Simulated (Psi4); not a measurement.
# Single-point calculation of BSiH₄ (part 2 of 2)

The same run, continued: BSiH₄, multiplicity 2, SMILES B[SiH2]; CASSCF/cc-pVDZ, ROHF (Psi4 1.11). The geometry comes from this level: GFN2-xTB.

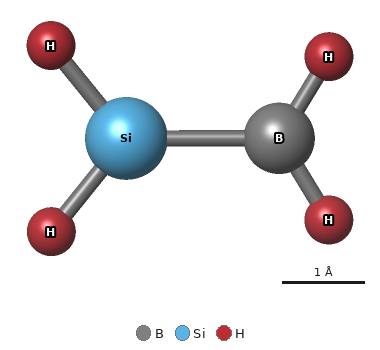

*The structure as given in the input (ball-and-stick view, seen on its broad side).*

What the program printed, continued:
```
           Iter         Total Energy       Delta E   Orb RMS    CI RMS  NCI NORB
   @DF-MCSCF  1:   -315.800235668901    6.9011e-02  4.22e-03  3.96e-07    6    1  Initial CI
   @DF-MCSCF  2:   -315.815649436340   -1.5414e-02  2.10e-03  3.20e-06   11    1  TS
   @DF-MCSCF  3:   -315.818274543413   -2.6251e-03  1.00e-03  0.00e+00   12    1  TS
   @DF-MCSCF  4:   -315.819553602185   -1.2791e-03  7.64e-04  0.00e+00   12    1  TS, DIIS
   @DF-MCSCF  5:   -315.823533042821   -3.9794e-03  1.35e-03  0.00e+00   12    1  TS, DIIS
   @DF-MCSCF  6:   -315.820977612858    2.5554e-03  1.14e-03  0.00e+00   12    1  TS, DIIS
   @DF-MCSCF  7:   -315.820936779650    4.0833e-05  1.20e-03  5.65e-07   11    1  TS, DIIS
   @DF-MCSCF  8:   -315.821367549926   -4.3077e-04  1.26e-03  7.48e-07   12    1  TS, DIIS
   @DF-MCSCF  9:   -315.821551389507   -1.8384e-04  1.27e-03  8.91e-07   11    1  TS, DIIS
   @DF-MCSCF 10:   -315.823948554157   -2.3972e-03  1.11e-03  0.00e+00   12    1  TS, DIIS
   @DF-MCSCF 11:   -315.823679753510    2.6880e-04  1.08e-03  6.20e-07   11    1  TS, DIIS
   @DF-MCSCF 12:   -315.824262163159   -5.8241e-04  1.09e-03  6.47e-07   12    1  TS, DIIS
   @DF-MCSCF 13:   -315.824576109253   -3.1395e-04  1.19e-03  7.63e-07   11    1  TS, DIIS
   @DF-MCSCF 14:   -315.824840365463   -2.6426e-04  1.14e-03  7.61e-07   11    1  TS, DIIS
   @DF-MCSCF 15:   -315.823270060076    1.5703e-03  1.02e-03  9.05e-07   12    1  TS, DIIS
   @DF-MCSCF 16:   -315.825802167364   -2.5321e-03  1.07e-03  0.00e+00   12    1  TS, DIIS
   @DF-MCSCF 17:   -315.826166698990   -3.6453e-04  1.04e-03  5.95e-07   12    1  TS, DIIS
   @DF-MCSCF 18:   -315.826096823884    6.9875e-05  1.04e-03  5.75e-07   11    1  TS, DIIS
   @DF-MCSCF 19:   -315.826218774488   -1.2195e-04  1.06e-03  7.17e-07   12    1  TS, DIIS
   @DF-MCSCF 20:   -315.826618897374   -4.0012e-04  8.49e-04  7.09e-07   11    1  TS, DIIS
   @DF-MCSCF 21:   -315.827594878159   -9.7598e-04  7.60e-04  3.54e-07   12    1  TS, DIIS
   @DF-MCSCF 22:   -315.827359430513    2.3545e-04  7.85e-04  4.67e-07   11    1  TS, DIIS
   @DF-MCSCF 23:   -315.827954153950   -5.9472e-04  6.73e-04  6.15e-07   10    1  TS, DIIS
   @DF-MCSCF 24:   -315.829326918827   -1.3728e-03  4.89e-04  5.96e-07   12    1  TS, DIIS
   @DF-MCSCF 25:   -315.829359815857   -3.2897e-05  7.21e-04  3.06e-07   12    1  TS, DIIS
   @DF-MCSCF 26:   -315.829160504346    1.9931e-04  5.66e-04  3.40e-07   12    1  TS, DIIS
   @DF-MCSCF 27:   -315.829377020870   -2.1652e-04  3.19e-04  4.16e-07   11    1  TS, DIIS
   @DF-MCSCF 28:   -315.829626455587   -2.4943e-04  3.24e-04  2.37e-07   12    1  TS, DIIS
   @DF-MCSCF 29:   -315.829743784508   -1.1733e-04  2.91e-04  2.29e-07   11    1  TS, DIIS
   @DF-MCSCF 30:   -315.829754962904   -1.1178e-05  2.39e-04  1.29e-07   12    1  TS, DIIS
   @DF-MCSCF 31:   -315.829880141095   -1.2518e-04  2.28e-04  1.47e-07   11    1  TS, DIIS
   @DF-MCSCF 32:   -315.830047167511   -1.6703e-04  2.09e-04  1.56e-07   12    1  TS, DIIS
   @DF-MCSCF 33:   -315.830256020357   -2.0885e-04  1.84e-04  0.00e+00   12    1  TS, DIIS
   @DF-MCSCF 34:   -315.830380794533   -1.2477e-04  1.68e-04  0.00e+00   12    1  TS, DIIS
   @DF-MCSCF 35:   -315.830433617076   -5.2823e-05  1.58e-04  1.10e-07   12    1  TS, DIIS
   @DF-MCSCF 36:   -315.830440462300   -6.8452e-06  1.59e-04  8.72e-08   11    1  TS, DIIS
   @DF-MCSCF 37:   -315.830432922931    7.5394e-06  1.59e-04  8.46e-08   11    1  TS, DIIS
   @DF-MCSCF 38:   -315.830495389233   -6.2466e-05  1.66e-04  1.05e-07   12    1  TS, DIIS
   @DF-MCSCF 39:   -315.830535349804   -3.9961e-05  1.68e-04  0.00e+00   12    1  TS, DIIS
   @DF-MCSCF 40:   -315.830385035538    1.5031e-04  1.76e-04  0.00e+00   12    1  TS, DIIS
   @DF-MCSCF 41:   -315.830463104245   -7.8069e-05  1.82e-04  0.00e+00   12    1  TS, DIIS
   @DF-MCSCF 42:   -315.830426447002    3.6657e-05  1.84e-04  9.36e-08   12    1  TS, DIIS
   @DF-MCSCF 43:   -315.830462446381   -3.5999e-05  1.84e-04  8.82e-08   12    1  TS, DIIS
   @DF-MCSCF 44:   -315.830517673805   -5.5227e-05  1.80e-04  1.51e-07   12    1  TS, DIIS
   @DF-MCSCF 45:   -315.830590457842   -7.2784e-05  1.67e-04  0.00e+00   12    1  TS, DIIS
   @DF-MCSCF 46:   -315.830691191646   -1.0073e-04  1.74e-04  0.00e+00   12    1  TS, DIIS
   @DF-MCSCF 47:   -315.830844419712   -1.5323e-04  2.13e-04  0.00e+00   12    1  TS, DIIS
   @DF-MCSCF 48:   -315.830562185850    2.8223e-04  2.09e-04  0.00e+00   12    1  TS, DIIS
   @DF-MCSCF 49:   -315.830553914567    8.2713e-06  2.13e-04  7.85e-08   12    1  TS, DIIS
   @DF-MCSCF 50:   -315.830656815639   -1.0290e-04  1.89e-04  0.00e+00   12    1  TS, DIIS
   @DF-MCSCF 51:   -315.830662561346   -5.7457e-06  1.88e-04  9.88e-08   12    1  TS, DIIS
   @DF-MCSCF 52:   -315.830602783900    5.9777e-05  1.81e-04  1.87e-07   12    1  TS, DIIS
   @DF-MCSCF 53:   -315.830512130122    9.0654e-05  1.74e-04  0.00e+00   12    1  TS, DIIS
   @DF-MCSCF 54:   -315.830447275874    6.4854e-05  1.79e-04  0.00e+00   12    1  TS, DIIS
   @DF-MCSCF 55:   -315.830511212556   -6.3937e-05  1.75e-04  0.00e+00   12    1  TS, DIIS
   @DF-MCSCF 56:   -315.830802302762   -2.9109e-04  1.87e-04  0.00e+00   12    1  TS, DIIS
   @DF-MCSCF 57:   -315.830754513231    4.7790e-05  1.87e-04  1.43e-07   12    1  TS, DIIS
   @DF-MCSCF 58:   -315.830715134667    3.9379e-05  1.94e-04  0.00e+00   12    1  TS, DIIS
   @DF-MCSCF 59:   -315.830691304216    2.3830e-05  1.66e-04  0.00e+00   12    1  TS, DIIS
   @DF-MCSCF 60:   -315.830777343592   -8.6039e-05  1.36e-04  0.00e+00   12    1  TS, DIIS
   @DF-MCSCF 61:   -315.830739131591    3.8212e-05  1.05e-04  0.00e+00   12    1  TS, DIIS
   @DF-MCSCF 62:   -315.830792838577   -5.3707e-05  9.35e-05  0.00e+00   12    1  TS, DIIS
   @DF-MCSCF 63:   -315.830715413526    7.7425e-05  1.11e-04  0.00e+00   12    1  TS, DIIS
   @DF-MCSCF 64:   -315.830791417188   -7.6004e-05  5.74e-05  0.00e+00   12    1  TS, DIIS
   @DF-MCSCF 65:   -315.830794807899   -3.3907e-06  3.26e-05  0.00e+00   12    1  TS, DIIS
   @DF-MCSCF 66:   -315.830798291697   -3.4838e-06  1.84e-05  0.00e+00   12    1  TS, DIIS
   @DF-MCSCF 67:   -315.830798004177    2.8752e-07  1.25e-05  0.00e+00   12    1  TS, DIIS

          @DF-MCSCF has converged!

   @DF-MCSCF Final Energy: -315.830798004176813

   Computing CI Natural Orbitals

   ==> Starting CI iterations <==

    H0 Block Eigenvalue = -315.89511023

    Simultaneous Expansion Method (Block Davidson Method)
    Using 2 initial trial vectors

     Iter   Root       Total Energy       Delta E      C RMS

   @CI  0:     0   -315.895110231789   -1.0042E+01   1.6623E-02
   @CI  0:     1   -315.766295710395   -9.9137E+00   1.4193E-02

   @CI  1:     0   -315.895214401855   -1.0417E-04   2.3352E-03
   @CI  1:     1   -315.766377145751   -8.1435E-05   2.0486E-03

   @CI  2:     0   -315.895216568693   -2.1668E-06   7.6015E-04
   @CI  2:     1   -315.766378965790   -1.8200E-06   4.9057E-04

   @CI  3:     0   -315.895216886495   -3.1780E-07   2.2471E-04 c
   @CI  3:     1   -315.766379076797   -1.1101E-07   1.5138E-04 c

   ==> Energetics <==

    SCF energy =         -315.869246637681442
    Total MCSCF energy = -315.830798004176813

   ==> MCSCF root 0 information <==

    MCSCF Root 0 energy =  -315.895216886494666

   Active Space Natural occupation numbers:

         A   1.994402         A   1.983606         A   1.978594
         A   0.995080         A   0.027404         A   0.011900
         A   0.009014

   The 20 most important determinants:

    *   1   -0.982825  (    0,    0)  9AX 10AX 11AX 12AA
    *   2   -0.083293  (    1,    0)  9AX 10AX 11AX 13AA
    *   3   -0.065773  (    7,   11)  9AX 11AX 12AA 14AX
    *   4    0.049495  (    1,   10)  9AX 10AX 11AA 13AA 14AB
    *   5   -0.048767  (    9,    0)  9AX 10AX 11AB 13AA 14AA
    *   6   -0.046270  (    6,   10)  9AX 10AX 12AA 14AX
    *   7   -0.040979  (   16,   20)  9AX 10AX 12AA 15AX
    *   8    0.039004  (    5,    2)  9AX 10AA 11AX 12AB 14AA
    *   9   -0.030321  (    4,    6)  10AX 11AX 12AA 13AX
    *  10    0.027033  (    4,    3)  10AX 11AX 12AX 13AA
    *  11    0.025877  (    5,    5)  9AX 10AA 11AX 13AB 14AA
    *  12    0.024407  (    6,   11)  9AX 10AA 11AB 12AA 14AX
    *  13   -0.023430  (   18,   22)  10AX 11AX 12AA 15AX
    *  14    0.023120  (    7,   10)  9AX 10AB 11AA 12AA 14AX
    *  15    0.020042  (    7,    0)  9AX 10AB 11AX 12AA 14AA
    *  16    0.019791  (   16,    0)  9AX 10AX 11AB 12AA 15AA
    *  17    0.019058  (   15,    3)  9AA 10AX 11AX 12AB 15AA
    *  18    0.018962  (    0,   11)  9AX 10AA 11AX 12AA 14AB
    *  19    0.018918  (   15,    1)  9AX 10AX 11AA 12AB 15AA
    *  20    0.018638  (    1,   11)  9AX 10AA 11AX 13AA 14AB

   ==> MCSCF root 1 information <==

    MCSCF Root 1 energy =  -315.766379076797080

   Active Space Natural occupation numbers:

         A   1.986283         A   1.962773         A   1.901604
         A   1.012164         A   0.092904         A   0.033305
         A   0.010968

   The 20 most important determinants:

    *   1    0.955364  (    0,    1)  9AX 10AX 11AA 12AX
    *   2   -0.179555  (    1,    4)  9AX 10AX 11AA 13AX
    *   3   -0.082017  (    1,    1)  9AX 10AX 11AA 12AB 13AA
    *   4    0.072702  (    7,   13)  9AX 11AA 12AX 14AX
    *   5   -0.063553  (    0,    5)  9AX 10AA 11AX 12AA 13AB
    *   6    0.060986  (    6,    2)  9AX 10AA 11AB 12AX 14AA
    *   7   -0.056956  (    2,    0)  9AX 10AX 11AB 12AA 13AA
    *   8   -0.048244  (    7,    2)  9AX 11AX 12AX 14AA
    *   9    0.046604  (    0,    6)  9AA 10AX 11AX 12AA 13AB
    *  10   -0.045362  (    1,    2)  9AX 10AA 11AX 12AB 13AA
    *  11    0.040428  (   16,    3)  9AA 10AX 11AB 12AX 15AA
    *  12    0.034967  (    6,    4)  9AX 10AX 12AA 13AB 14AA
    *  13    0.034007  (    3,   10)  9AX 10AB 11AA 12AA 13AA 14AB
    *  14    0.031809  (    7,    1)  9AX 10AB 11AA 12AX 14AA
    *  15   -0.031762  (   15,    0)  9AX 10AX 11AX 15AA
    *  16   -0.031311  (    5,    7)  9AX 10AA 11AA 12AB 13AB 14AA
    *  17    0.030140  (    9,    1)  9AX 10AX 12AB 13AA 14AA
    *  18    0.029177  (    0,   13)  9AX 10AA 11AA 12AX 14AB
    *  19   -0.027258  (    5,   10)  9AX 10AX 11AA 14AX
    *  20    0.027208  (   18,   24)  10AX 11AA 12AX 15AX

Properties will be evaluated at   0.000000,   0.000000,   0.000000 [a0]

Properties computed using the CASSCF density matrix

 Multipole Moments:

 ------------------------------------------------------------------------------------
     Multipole            Electronic (a.u.)      Nuclear  (a.u.)        Total (a.u.)
 ------------------------------------------------------------------------------------

 L = 1.  Multiply by 2.5417464519 to convert [e a0] to [Debye]
 Dipole X            :         -0.0059095           -0.0024783           -0.0083878
 Dipole Y            :         -0.1243101            0.4157054            0.2913954
 Dipole Z            :          0.0227110           -0.0453223           -0.0226113
 Magnitude           :                                                    0.2923917

 ------------------------------------------------------------------------------------
```

Standard output:
```
casscf energy: -315.8307979816 Eh
```

This output came from the following input.

Input (calc.py):
```python
import psi4

psi4.set_memory(1600000000)
psi4.set_num_threads(1)
psi4.core.set_output_file('psi4.out', False)

m = psi4.geometry("""
0 2
B     -0.003690    -1.037180     0.114670
Si     0.004430     0.829590    -0.091960
H     -0.730970    -1.564260     0.876300
H      0.717450    -1.725110    -0.512520
H      0.828120     1.658960    -0.988060
H     -0.815330     1.838000     0.601560
units angstrom
symmetry c1
""")

psi4.set_options({
    'basis': 'cc-pVDZ',
    'reference': 'rohf',
    'puream': True,
    'scf_type': 'df',
    'restricted_docc': [8],
    'active': [7],
    'mcscf_type': 'df',
    'mcscf_maxiter': 80,
    'mcscf_r_convergence': 0.0001,
    'mcscf_e_convergence': 1e-06,
    'nat_orbs': True,
    'num_roots': 2,
    'avg_states': [0, 1],
    'maxiter': 100,
})

e_tot = psi4.energy('casscf')
print(f'casscf energy: {e_tot:.10f} Eh')
```

Launch command:
```bash
python calc.py
```

Key numbers:

| quantity | value |
| --- | --- |
| outcome | converged |
| total energy | −315.830798 hartree |
| SCF energy | −315.869247 hartree |
| CASSCF energy | −315.830798 hartree |
| correlation energy | 0.038449 hartree |
| basis functions | 52 |
| hardware | 1 thread of Intel Xeon (Granite Rapids), 96 GiB of memory available, shared host |
| wall time | 21 s |
| peak memory | 0.25 GiB |

The record of the run, not the program, notes: active space taken by orbital order; may be a local solution.
